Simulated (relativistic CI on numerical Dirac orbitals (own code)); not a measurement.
```
atom Mn  Z=25  charge=3  electrons=22
nucleus A=55  rms_radius_fm=3.7057
hamiltonian dirac-coulomb  breit=on  qed=on  c_scale=1
orbitals kli  potential=per-configuration
slater_scale 0.9
correlation none
mixing on
configurations
  [Ar] 3d4
  [Ne] 3s2 3p5 3d5
end
absorption M2,3 T=300 lorentz=1.2 gauss=0.3
crystal_field Td 10Dq=-13350
```

Multiplet model: relativistic Dirac–Coulomb–Breit theory, one configuration a step, Slater integrals scaled by 0.9, 300 K, Voigt broadening (Lorentzian 1.2 eV, Gaussian 0.3 eV full widths), computed with a radial Dirac CI code. Dichroism is for the ground state at zero temperature, magnetised by an exchange field of 10 meV on Sz.

The M₂,₃ X-ray absorption spectrum that results, with the strongest transitions as sticks:

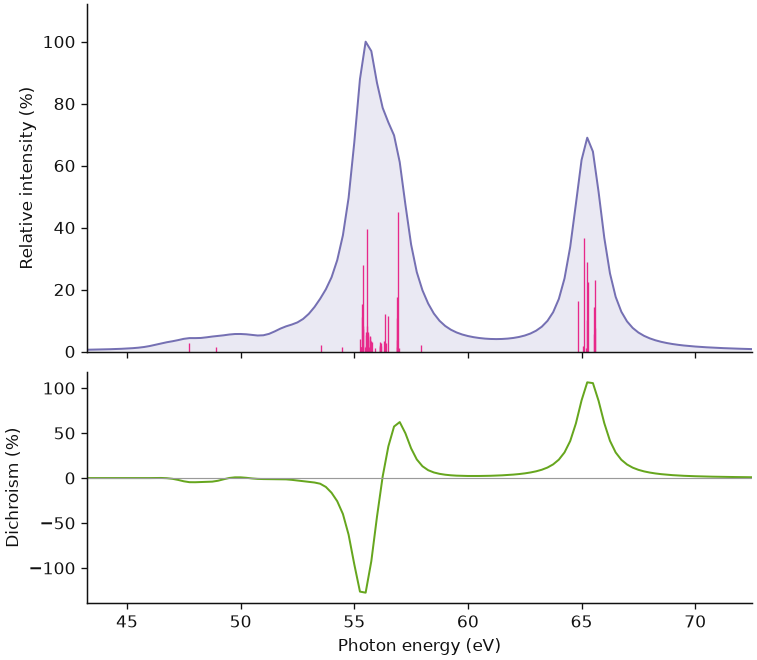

The main maxima lie at 55.6 eV (100) and 65.3 eV (69), heights in % of the largest; the centroid is at 58.5 eV. The ground state has S = 2.00. The circular dichroism (Δm = −1 less Δm = +1) is largest at 55.5 eV, −127 % of the isotropic maximum. The magnetised ground state has ⟨Lz⟩ = 0.99 and ⟨Sz⟩ = −1.99.

Known limits: free-ion energies, so absolute edge positions are off by a few eV from solids; core and valence shell share one n, so the strongest features autoionise and are far broader and can lie several eV off in experiment.
